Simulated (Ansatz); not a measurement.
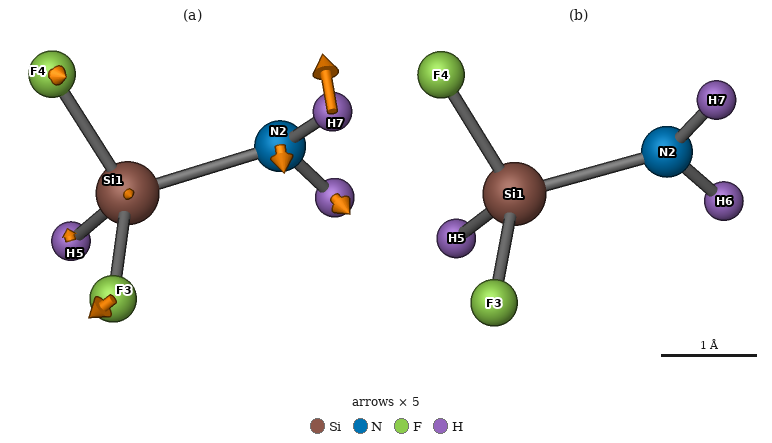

The structure of SiNH₃F₂ before (left) and after (right) a relaxation, at one scale. The orange arrows give the displacements, magnified 5 times.

A ball-and-stick model, seen from a free direction.

It is one of the separated reactants of a reaction.

The calculation used RKS PBE0-D4/def2-TZVP in Ansatz 0.2.0. Settings: force threshold 0.005 eV/Å; at most 200 steps.

Summarise the run.

The atom that moves furthest after the best rigid fit is H7 (0.14 Å). Largest moves by element: H 0.14 Å, F 0.07 Å, N 0.06 Å, Si 0.02 Å. Among the contacts that change: Si1–N2 1.700 → 1.684 Å. Bond angles that change, for instance: Si1–N2–H6 118.5° → 121.5°, Si1–N2–H7 120.3° → 122.6°. After 7 accepted moves (8 points after the start) the energy has fallen by 0.014 eV. The largest force component goes from 0.51 to 0.0012 eV/Å. The line search rejected the trial step at point 4 of the run.
